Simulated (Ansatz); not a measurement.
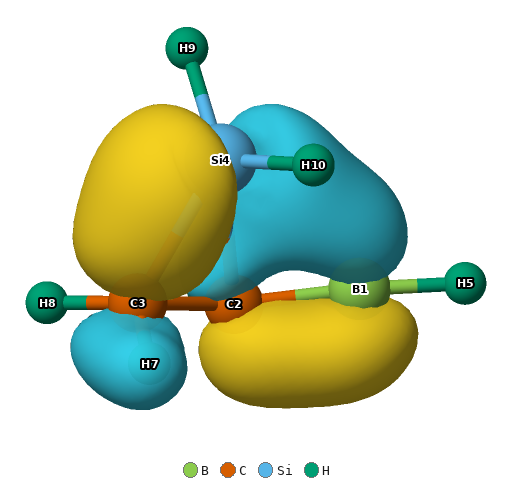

The picture shows: C$_{2}$H$_{6}$BSi (charge +1). The HOMO at ±0.15 Å⁻³ᐟ² (yellow and cyan are the two phases), seen at a tilt.

Level of theory: RKS PBE0/def2-SVP in Ansatz 0.2.0.

| atom | x (Å) | y (Å) | z (Å) |
| --- | --- | --- | --- |
| B | -0.9512 | 1.2772 | 0.0999 |
| C | 0.0642 | 0.6154 | -0.6498 |
| C | 1.2305 | -0.2191 | -0.2178 |
| Si | -0.2964 | -0.9846 | 0.5369 |
| H | -1.8148 | 1.9251 | 0.5948 |
| H | -0.2954 | 0.4872 | -1.6917 |
| H | 1.9097 | 0.2353 | 0.5136 |
| H | 1.7508 | -0.7368 | -1.0297 |
| H | -1.0768 | -2.0679 | -0.0867 |
| H | -0.5205 | -0.5318 | 1.9305 |

What is the character of this orbital?

Answer. It lies mainly on Si4 (about 30 %), B1 (about 20 %), C2 (about 20 %) and C3 (about 20 %). Its energy is −13.41 eV.
